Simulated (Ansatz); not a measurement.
The compound is BaAgO3 (cubic perovskite) (Pm-3m).

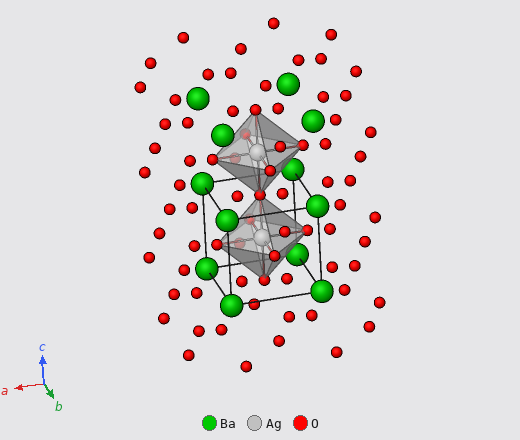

The structure (barium green, silver light grey, oxygen red). 1×1×2 cells are drawn. Some periodic images of atoms are drawn too.

The structure was built from a prototype and need not be the compound's stable phase.

```cif
data_structure
_symmetry_space_group_name_H-M 'P 1'
_symmetry_Int_Tables_number 1
_cell_length_a 4.0418
_cell_length_b 4.0418
_cell_length_c 4.0418
_cell_angle_alpha 90.000
_cell_angle_beta 90.000
_cell_angle_gamma 90.000
_cell_volume 66.03
loop_
_atom_site_label
_atom_site_type_symbol
_atom_site_fract_x
_atom_site_fract_y
_atom_site_fract_z
_atom_site_occupancy
Ba1 Ba 0.00000 0.00000 0.00000 1
Ag2 Ag 0.50000 0.50000 0.50000 1
O3 O 0.50000 0.50000 0.00000 1
O4 O 0.50000 0.00000 0.50000 1
O5 O 0.00000 0.50000 0.50000 1
```

The structure was relaxed with LDA. The structure type comes from a generator and need not be one that this composition takes. The structure was generated from a model, not taken from a measurement. The runs that relaxed it are not among those shown. The program's search for lower electronic states was switched off, so nothing shows that the state found is the lowest. Spin-orbit coupling is left out unless a run names it. PAW set soft_2, made with PBE.

A constrained-RPA run (Ansatz 0.2.0; non-magnetic LDA; Ag d + anion p, bands v13 to c1, 4×4×4 mesh, medium accuracy) builds 14 functions on bands 11 eV wide, with 25.0 electrons in the window. The bare on-site interaction is 19.5 eV and the bare J 0.75 eV.

What U and J survive the screening?

On the Ag d shell, U = 8.56 eV (44 % of the bare value), U′ = 7.37 eV, J = 0.59 eV.

The parent state is non-magnetic and the interaction static (zero frequency); U depends on the window and the orbitals, so it belongs to this model alone. A window that holds the anion p bands defines a model with explicit ligands; its U belongs to that model and is not the U of DFT+U.

[Paths, hosts, dates, memory and timing lines, banners, echoed tables and standing remarks are left out of the program output.]

[Logs are printed without paths, hosts, clocks, repeated set-up lines and the standing remarks that a program may print on its own settings, such as how far it seeks lower states.]

[Runs of the session that timed out or met a known fault of the program may be left out.]

[Hosts, paths, dates, database ids (printed as entryN), source tags and the programs' standing remarks are cut or masked in the printed files.]
